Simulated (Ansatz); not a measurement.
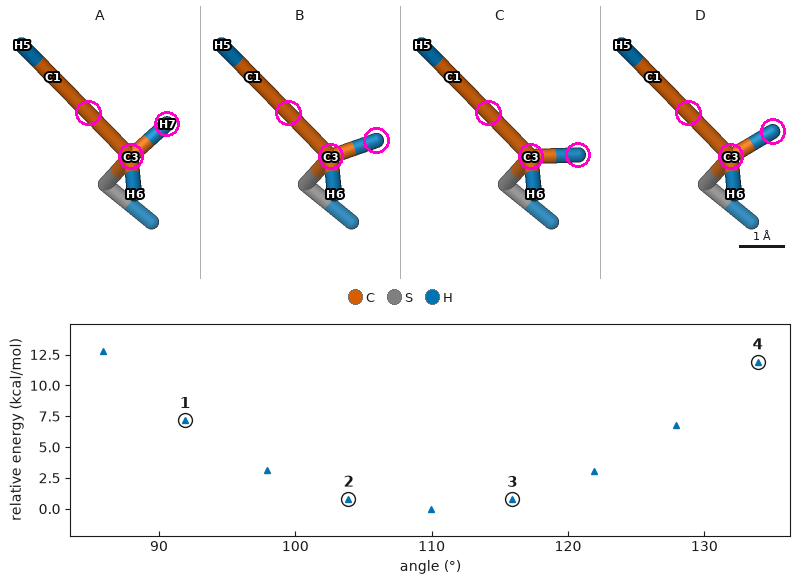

Energy scan for C3H4S, in which one H–C–C angle is varied, with the rest of the molecule carried along rigidly. The frames are shuffled; the numbered points of the plot belong to them. The picture is a stick view, seen onto the plane of the angle, with a slight tilt. The ringed atoms are those of the scanned coordinate.

Computed with Ansatz: CCSD(T), basis def2-TZVPP, on geometries moved rigidly from the minimum at PBE0-D4/def2-TZVP. Coupled cluster with a frozen core. Energies are counted from the PBE0-D4/def2-TZVP minimum geometry at the same level.

**Match the frames to the points.**

Point 1 is frame A (the angle 91.9°, 7.2 kcal/mol); 2 is frame D (the angle 103.9°, 0.8 kcal/mol); 3 is frame B (the angle 115.9°, 0.8 kcal/mol); 4 is frame C (the angle 133.9°, 11.9 kcal/mol). The lowest computed point lies at the angle 109.9° (0.0 kcal/mol). At the ends of the scan the energy is 12.8 kcal/mol (85.9°) and 11.9 kcal/mol (133.9°). The curvature at the lowest point is about 6.1 eV/rad².
